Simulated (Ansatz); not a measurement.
C$_{10}$H$_{20}$OS (SMILES CCCCCCCCSC(C)=O)

Input file:

```
crystal:
  periodic: [false, false, false]
  atoms:
    - {symbol: C, position_ang: [-5.742141, 0.483611, 0.313066]}
    - {symbol: C, position_ang: [-4.338113, 0.700690, -0.239703]}
    - {symbol: C, position_ang: [-3.287611, -0.199827, 0.406127]}
    - {symbol: C, position_ang: [-1.879262, 0.006381, -0.145264]}
    - {symbol: C, position_ang: [-0.832674, -0.891575, 0.513051]}
    - {symbol: C, position_ang: [0.571039, -0.785664, -0.084529]}
    - {symbol: C, position_ang: [1.225765, 0.584890, 0.089780]}
    - {symbol: C, position_ang: [2.630962, 0.682968, -0.489707]}
    - {symbol: S, position_ang: [3.797606, -0.399034, 0.412996]}
    - {symbol: C, position_ang: [5.298057, 0.028999, -0.472182]}
    - {symbol: C, position_ang: [6.516992, -0.692924, 0.048440]}
    - {symbol: O, position_ang: [5.309143, 0.820080, -1.386058]}
    - {symbol: H, position_ang: [-6.075169, -0.555837, 0.156496]}
    - {symbol: H, position_ang: [-6.478082, 1.145541, -0.169663]}
    - {symbol: H, position_ang: [-5.777754, 0.679787, 1.397569]}
    - {symbol: H, position_ang: [-4.337388, 0.530463, -1.332414]}
    - {symbol: H, position_ang: [-4.042684, 1.757459, -0.101837]}
    - {symbol: H, position_ang: [-3.581474, -1.258732, 0.272874]}
    - {symbol: H, position_ang: [-3.280857, -0.027763, 1.499677]}
    - {symbol: H, position_ang: [-1.601065, 1.069256, -0.021379]}
    - {symbol: H, position_ang: [-1.882972, -0.178826, -1.236966]}
    - {symbol: H, position_ang: [-1.170898, -1.941275, 0.440919]}
    - {symbol: H, position_ang: [-0.786970, -0.665747, 1.595658]}
    - {symbol: H, position_ang: [1.218125, -1.553741, 0.375141]}
    - {symbol: H, position_ang: [0.532225, -1.030438, -1.163268]}
    - {symbol: H, position_ang: [0.617925, 1.359043, -0.410778]}
    - {symbol: H, position_ang: [1.244312, 0.856569, 1.161692]}
    - {symbol: H, position_ang: [3.028940, 1.707332, -0.430388]}
    - {symbol: H, position_ang: [2.654395, 0.385382, -1.550625]}
    - {symbol: H, position_ang: [7.383907, -0.425466, -0.569964]}
    - {symbol: H, position_ang: [6.359553, -1.782210, 0.025529]}
    - {symbol: H, position_ang: [6.706169, -0.409393, 1.095709]}
basis:
  gaussian: {orbitals: def2-TZVP, initial_orbitals: start.molden}
hamiltonian: {xc: pbe0, dispersion: d4}
scf: {omitted_lower_state_checks: [starts]}
output: {orbitals: {seedname: orbitals}}
```

Run with:

```sh
ansatz run in.yaml --threads 4 --pin off --events-out ev --progress --plain --max-ram 6963MiB
```

Geometry: r2SCAN-D4/def2-SVP.

These are results of Ansatz 0.2.0, RKS PBE0-D4/def2-TZVP, not measurements.

Question: What can the converged electron density and electron localisation function tell about the bonding?

Answer: C–O (1.21 Å): ρ is about 3.4 e/Å³ halfway; the ELF peaks at about 0.85 between the atoms: a multiple bond.
C–C (1.51 Å): ρ is about 1.7 e/Å³ halfway; the ELF peaks at about 0.95 between the atoms, as expected for a shared electron pair.
C–S (1.79 Å): ρ is about 1.3 e/Å³ halfway; the ELF peaks at about 0.90 between the atoms; localised, covalent bonding.
C–H (1.10 Å): the density is about 2 e/Å³ at the midpoint; the ELF climbs to about 1 towards the hydrogen, as it does in any bond to H (an ordinary covalent bond to hydrogen).

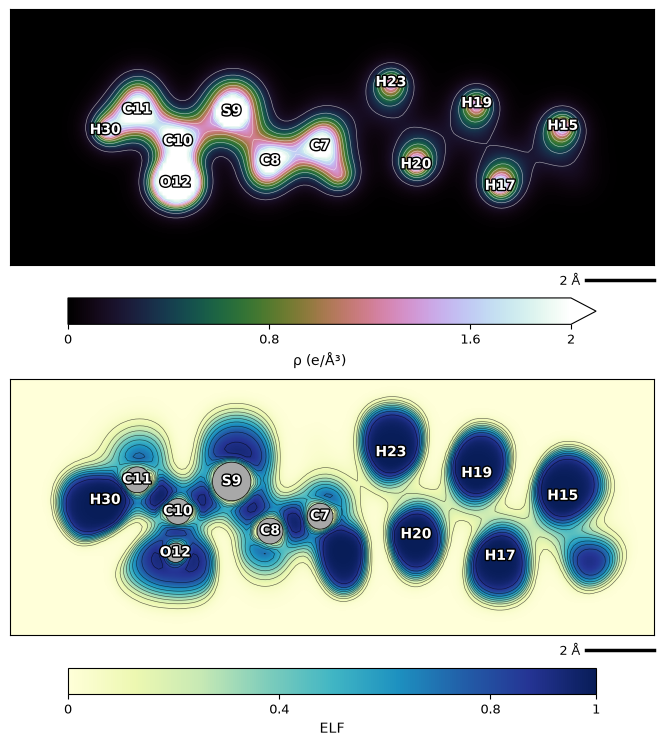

Computed electron density and electron localisation function on the plane of atoms C11, C10 and O12, in this order. Grey discs cover the atomic cores in the ELF map. 
